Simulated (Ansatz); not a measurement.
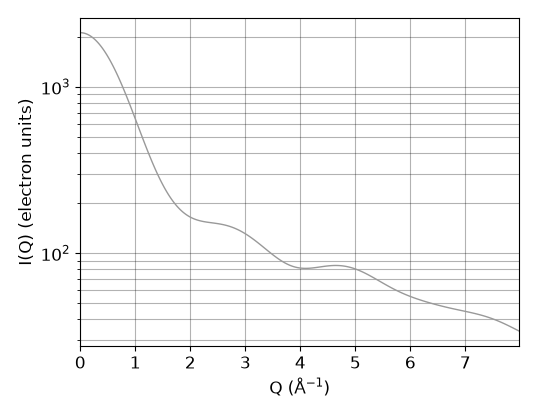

Elastic X-ray scattering of a randomly oriented, rigid molecule, calculated with the Debye equation from neutral-atom form factors (independent atoms, no Compton part, no vibration). The geometry is the end point of an optimisation (RKS LDA/STO-3G in Ansatz 0.2.0); it may be a saddle point or a higher isomer. It contains B, C, O, Si, H.

### How many electrons does the independent-atom model of the molecule hold?

I(0) is the square of the electron number: I(0) = 2120, so about 46 electrons, the count of C2H7BOSi.

### What radius of gyration does the initial fall-off give?

From I(Q) ≈ I(0) exp(−Q²R²/3) at small Q, R ≈ 2.01 Å. It is larger than the electron-weighted radius of the nuclear positions alone (1.85 Å), because each atom's electron cloud adds to it.
